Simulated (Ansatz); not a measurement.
```
atom    x (Å)    y (Å)    z (Å)
  Sn  -0.0219   0.0386  -0.0153
  Cl   0.0991  -0.0099   2.3178
  Cl   2.1717  -0.0905  -0.8102
   C  -1.0247   1.7755  -0.7245
   H  -2.0056   1.4725  -1.1132
   H  -1.1402   2.4736   0.1147
   H  -0.4156   2.2245  -1.5198
  Cl  -1.0998  -1.9256  -0.6788
```

Core potentials replace the inner electrons of Sn.

The calculation used RKS PBE0/def2-SVP in Ansatz 0.2.0.

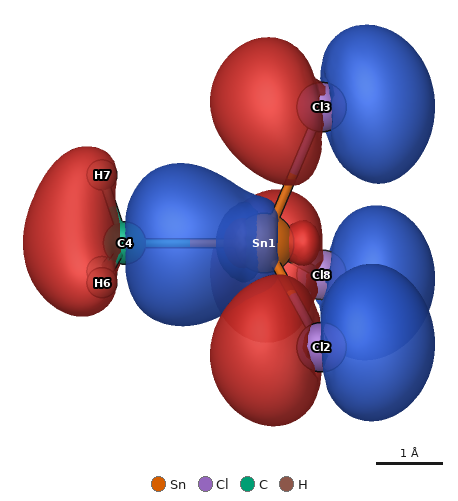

CH3Cl3Sn. The HOMO at ±0.06 Å⁻³ᐟ² (red and blue are the two phases), seen from one side.

Question: What is the character of this orbital?

Answer: Its weight (Hirshfeld) is mainly on Cl2 (about 25 %), Cl3 (about 25 %), Cl8 (about 25 %), C4 (about 15 %) and Sn1 (about 10 %). It is one of a degenerate set, so its orientation is arbitrary. Its energy is −8.98 eV.
